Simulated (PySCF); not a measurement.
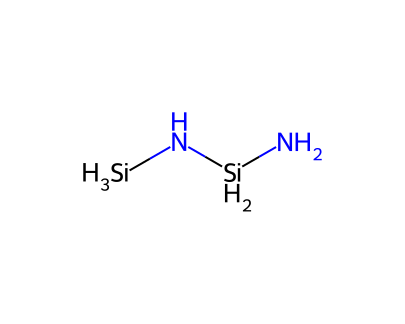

Skeletal drawing of a molecule.

Write the SMILES.

Answer. N[SiH2]N[SiH3]

What is the molecular formula?

Answer. H8N2Si2.

An optimisation with PBE0-D3(BJ)/def2-SVP gave a structure of which point group?

Answer. C1. Other conformers may differ.

The parts below concern this one geometry. Atoms keep their numbers from picture to picture. The computed structure is the end point of a PBE0-D3(BJ)/def2-SVP optimisation. No frequency run is at hand to confirm it as a minimum.

Electronic properties

No frequency run is at hand to confirm it as a minimum. Level of theory: B3LYP/6-31G*, gas phase (PySCF 2.14.0).

Give the HOMO–LUMO gap at this level.

Answer. 7.52 eV.

Estimate the dipole moment.

Answer. 1.78 D.

What is the HOMO energy (Kohn–Sham orbital)?

Answer. −6.82 eV.

Spin–spin coupling

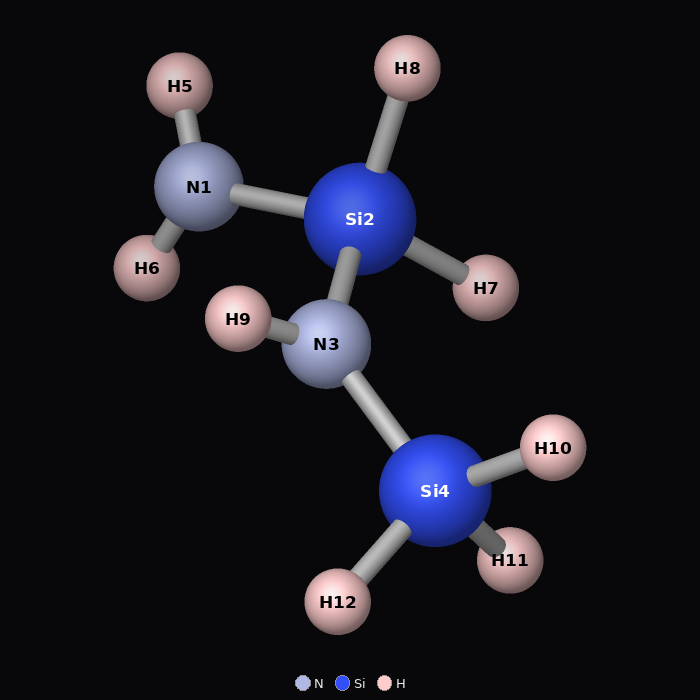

No frequency run is at hand to confirm it as a minimum. Method: B3LYP/6-31G* indirect spin-spin coupling, non-relativistic, gas phase (PySCF 2.14.0). Isotopes: 1H, 15N, 29Si.

Give the spin–spin coupling constants of these pairs, with the number of bonds between them: N3/H9, N3/Si4, Si2/H9, N3/H10, Si4/H8.

```json
{"pair": "N3, H9", "bonds apart": "1", "J (Hz)": "−71.5"}
{"pair": "N3, Si4", "bonds apart": "1", "J (Hz)": "16.5"}
{"pair": "Si2, H9", "bonds apart": "2", "J (Hz)": "3.5"}
{"pair": "N3, H10", "bonds apart": "2", "J (Hz)": "−3.6"}
{"pair": "Si4, H8", "bonds apart": "3", "J (Hz)": "−1.0"}
```

Quadrupole coupling

No frequency run is at hand to confirm it as a minimum. Electric field gradients from the ground-state density, B3LYP/6-31G* (PySCF 2.14.0), non-relativistic apart from any core potentials.

Give the largest field-gradient component, the quadrupole coupling constant and the asymmetry for 14N at N1 (Q = 20.44 mb), 14N at N3 (Q = 20.44 mb).

```tsv
atom	V_zz (a.u.)	e²qQ/h (MHz)	η
N1	−0.890	−4.27	0.34
N3	−0.684	−3.29	0.49
```
